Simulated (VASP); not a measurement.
Band structure of InP (relaxed from the CsCl structure, space group Pm-3m). These are r2SCAN meta-GGA, VASP's PBE PAW potentials (set 64) (plane waves; VASP) values and carry that method's errors.

Unless said otherwise, spin-orbit coupling is left out, though it shifts the bands of the heavy elements here.

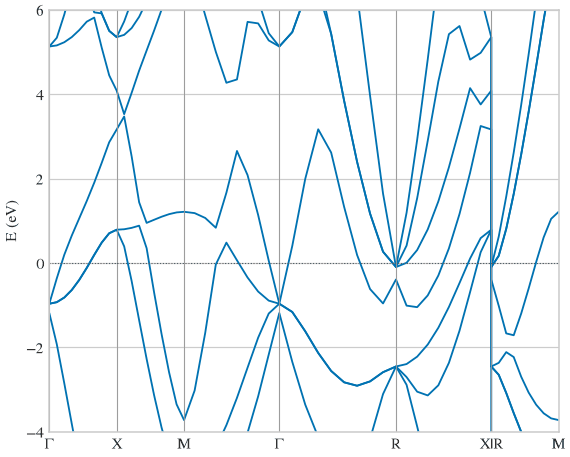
*Bands along high-symmetry lines, zero at the valence-band maximum or, without a gap, the Fermi level*

### Question
Read the plot: is there a gap, and where are the band edges?

### Answer
It has no gap at this level: it comes out as a metal or semimetal.

The structure was generated: InP was put into the CsCl type (Pm-3m), which need not be its known phase. It was relaxed first, which changed the volume by +25 %.
